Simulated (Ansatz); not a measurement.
CH₅BF₄: several calculations on one system

## 1. Relaxation

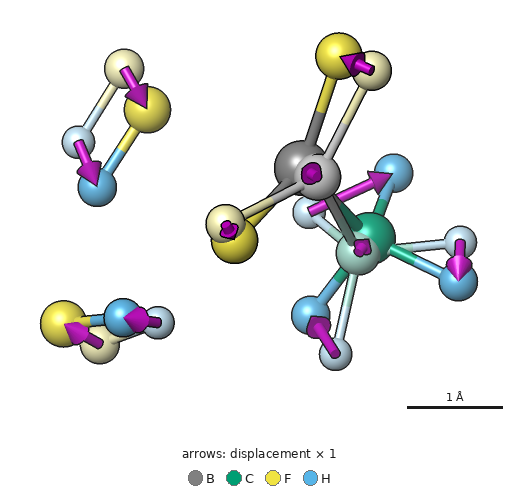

A relaxation of CH5BF4. The starting structure is drawn faded, the final one solid; purple arrows show the displacements, at their true length. The two geometries are superimposed by the best rigid fit.

A ball-and-stick model, seen at a tilt.

The run prepares an end point of a later path (reaction) calculation, from a guessed geometry.

These are results of RKS r2SCAN/6-31G* (Ansatz), not measurements.

Input
```yaml
crystal:
  periodic: [false, false, false]
  atoms:
    - { symbol: B, position_ang: [-1.069688, -0.106617, -0.410486] }
    - { symbol: C, position_ang: [0.336525, -0.299513, -1.107604] }
    - { symbol: F, position_ang: [-2.062967, -0.967051, -0.507036] }
    - { symbol: F, position_ang: [-1.320532, 1.02138, 0.290101] }
    - { symbol: H, position_ang: [0.513107, -0.337654, 2.059713] }
    - { symbol: F, position_ang: [-0.052027, -1.046178, 1.91346] }
    - { symbol: H, position_ang: [0.402101, 1.409669, 0.550374] }
    - { symbol: F, position_ang: [1.18775, 1.448612, 1.030599] }
    - { symbol: H, position_ang: [0.223544, -0.83749, -2.05602] }
    - { symbol: H, position_ang: [0.871378, 0.634221, -1.299873] }
    - { symbol: H, position_ang: [0.971111, -0.919578, -0.463025] }
basis:
  gaussian: { orbitals: "6-31G*" }
hamiltonian:
  xc: r2scan
relax:
  f_tol: 0.03
  max_steps: 50
```

Launched with:
```bash
ansatz run input.yaml --threads 2 --pin off --max-ram 3072MiB --backend cpu --events-out ev --progress --plain --runs-dir out
```

Q: What did the optimiser do to the structure, and how much energy did it gain?

A: H11 moves most after the best rigid fit: 0.98 Å. By element the largest moves are H 0.98 Å, F 0.54 Å, B 0.33 Å, C 0.24 Å. Among the contacts that change: B1–F6 2.705 → 1.986 Å, H5–F6 0.918 → 0.972 Å, H7–F8 0.922 → 0.963 Å, B1–F4 1.351 → 1.393 Å. Bond angles that change, for instance: F3–B1–F4 116.3° → 113.5°, B1–C2–H11 108.9° → 111.5°. Groups turn about B1–C2 by about 55°. After 14 geometry steps the energy has fallen by 9.56 kcal/mol. The largest force component goes from 1.2 to 0.013 eV/Å.

## 2. Relaxation

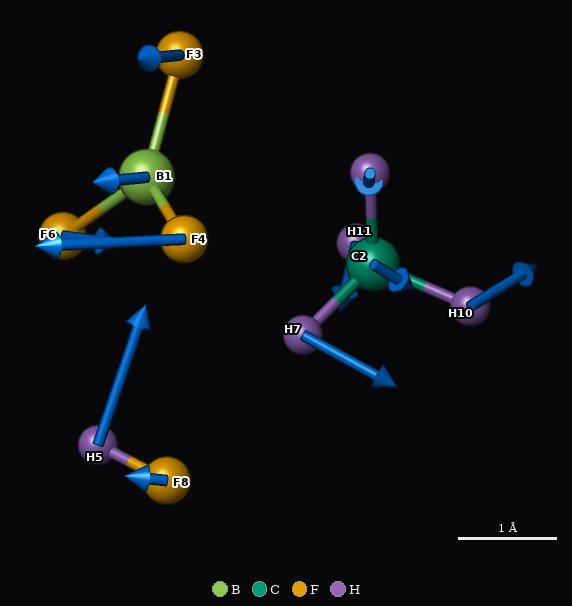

This is a relaxation of CH₅BF₄. The starting structure is drawn; blue arrows show the displacements, magnified 5 times. The two geometries are superimposed by the best rigid fit.

Style: ball-and-stick. Shown at a tilt.

The run prepares an end point of a later path (reaction) calculation, from a guessed geometry.

Theory: RKS r2SCAN/6-31G* (Ansatz 0.2.0). Settings: no spin polarisation; force threshold 0.03 eV/Å; at most 50 steps.

### Describe the change and its energy.

The atom that moves furthest after the best rigid fit is an F atom (0.34 Å). By element the largest moves are F 0.34 Å, H 0.31 Å, B 0.14 Å, C 0.13 Å. Near-neighbour distances that change, for instance: B–F 1.365 → 1.335 Å, F–H 0.916 → 0.937 Å, C–H 1.084 → 1.094 Å. The energy falls by 2.26 kcal/mol in 8 accepted moves (11 points after the start). Largest force component: 1.1 eV/Å at the start, 0.021 eV/Å at the end. The line search rejected the trial steps at points 2, 8, 10 of the run. The forces were under the threshold at step 9, but the run went on from there.

## 3. Path

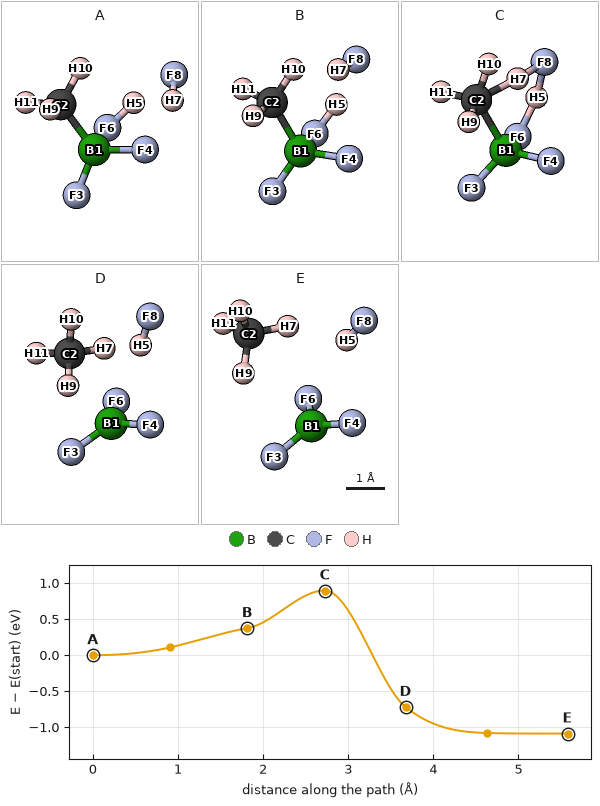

A search for the minimum-energy path of CH5BF4 by the nudged elastic band. Images are numbered from 0 (start) to 6 (end). Frames A to E are images 0, 2, 3, 4, 6. A ball-and-stick model, seen at a tilt.

All numbers below come from Ansatz, RKS r2SCAN/6-31G*. Run with 5 movable images; climbing image; force threshold 0.03 eV/Å; iteration limit 60; starting path through a guess of the saddle point.

Q: What happens along the path, and what is the barrier?

A: Breaking: B1–C2 (1.56 → 1.73 at the top → 3.16 Å), H5–F6 (0.97 → 1.16 at the top → 1.87 Å), H7–F8 (0.96 → 1.16 at the top → 2.30 Å). Forming: B1–F6 (1.99 → 1.56 at the top → 1.34 Å), C2–H7 (3.05 → 1.41 at the top → 1.09 Å), H5–F8 (1.54 → 1.14 at the top → 0.94 Å). The energy climbs by 0.90 eV to image 3 and then falls by 1.98 eV, so the end point sits at −1.09 eV. The band converged in 19 iterations, with a climbing image at the top.

Cost: 3 min on 2 threads of Intel(R) Xeon(R) Platinum 8488C (Sapphire Rapids), on a shared host, peak memory 0.18 GiB.
